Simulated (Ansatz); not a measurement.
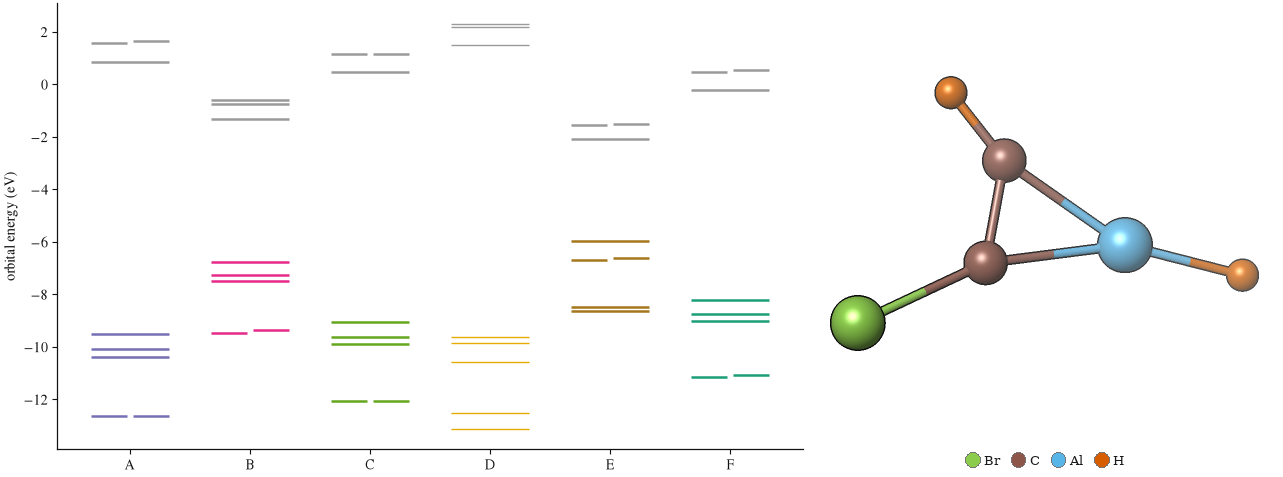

Frontier orbital energies of C₂H₂AlBr, SMILES Br[C]1=[CH][AlH]1, singlet at one geometry, def2-TZVPP, the Ansatz code, at a PBE0-D4/def2-TZVP geometry (a minimum by its frequencies). Empty levels are grey, levels within 0.1 eV stand side by side; all columns show the same few orbitals around the gap.

### The columns come from B3LYP, CAM-B3LYP, HF, LC-wPBE, LDA (SPW92) and ωB97M-V. Which is which?

A: LC-wPBE (HOMO −9.51, LUMO 0.85, separation 10.36 eV)
B: B3LYP (HOMO −6.75, LUMO −1.33, separation 5.42 eV)
C: ωB97M-V (HOMO −9.04, LUMO 0.46, separation 9.50 eV)
D: HF (HOMO −9.62, LUMO 1.51, separation 11.14 eV)
E: LDA (SPW92) (HOMO −5.96, LUMO −2.10, separation 3.86 eV)
F: CAM-B3LYP (HOMO −8.23, LUMO −0.21, separation 8.01 eV)

Limits of at least one run: empty levels above zero depend strongly on the basis; no scalar relativity up to krypton; spin-orbit coupling is left out, and with Br it can shift these levels and split any degenerate set.
